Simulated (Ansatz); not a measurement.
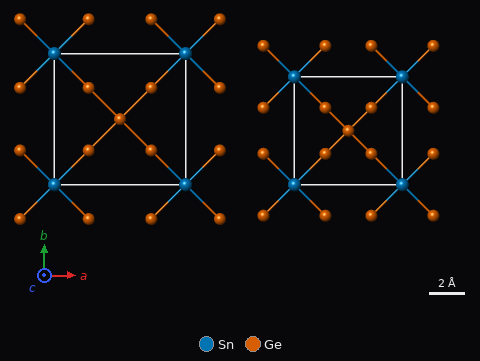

Two geometries of a crystal of SnGe$_{5}$ (a generated structure, set up in P4/mmm) (coarse preliminary run), drawn at one scale. One is the start of a relaxation, the other its converged end. Style: ball-and-stick. Shown: the cell of the calculation, along the c axis.

Computed with DFT PBE, scalar-relativistic, plane waves, PAW (Ansatz). Settings: plane-wave cutoff 420 eV; k-point mesh 4 × 4 × 6; occupations gaussian; smearing width 0.1 eV; no spin polarisation; cell and atoms relaxed; force threshold 0.04 eV/Å; at most 70 steps.

> Which one is relaxed?

The left one is the relaxed one. The largest moves relative to the cell, 0.28 Å, are those of Ge atoms. Sn stays in place. The volume changes by +21.1 %, with a = b 6.291 → 7.645 Å (+21.5 %), c 3.398 → 2.787 Å (−18.0 %). Near-neighbour distances that change, for instance: Ge–Ge 1.896 → 2.580 Å, Ge–Ge 3.398 → 2.787 Å, Sn–Sn 3.398 → 2.787 Å, Ge–Sn 2.552 → 2.825 Å. The space group stays P4/mmm (No. 123). The energy falls by 2084 meV per atom in 9 accepted moves (12 points after the start). The largest force component goes from 8.3 to 0.0014 eV/Å. Pressure: 46.19 GPa at the start and −0.08 GPa at the end. The line search rejected the trial step at point 7 of the run. The SCF was repeated twice at an unchanged geometry on a basis and grid sized afresh for the cell, which shifted the energy by 35.5 meV per atom at most. Cost: 2.6 min on 1 thread of Intel(R) Xeon(R) Platinum 8259CL CPU @ 2.50GHz (Skylake/Cascade Lake), with other jobs on the host, peak memory 0.53 GiB.
